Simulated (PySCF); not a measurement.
Si(Cl)(F)2(iPr), SMILES CC(C)[Si](F)(F)Cl at its B3LYP/def2-SVP optimised geometry (Å):

```
14

C      0.9526    -1.3573     0.0213
C      0.3770     0.0698     0.0000
C      0.9110     0.9027    -1.1818
Si    -1.4861     0.0698     0.0000
F     -2.0656    -0.6280    -1.3382
F     -2.0535     1.5825     0.0000
Cl    -2.3039    -0.9037     1.6165
H      0.5913    -1.9329     0.8876
H      2.0535    -1.3279     0.0721
H      0.6778    -1.9127    -0.8904
H      0.6613     0.5761     0.9420
H      0.5225     1.9329    -1.1664
H      0.6299     0.4513    -2.1475
H      2.0117     0.9566    -1.1486
```

Computed with B3LYP/def2-TZVP run with PySCF.

Map of the Laplacian of the electron density (e/bohr⁵), clipped to [-1.50, 1.50] on the plane z = 1.2 Å:

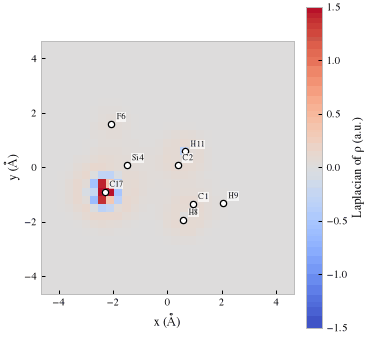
Figure. Laplacian of the electron density (e/bohr⁵), clipped to [-1.50, 1.50] on the plane z = 1.2 Å.
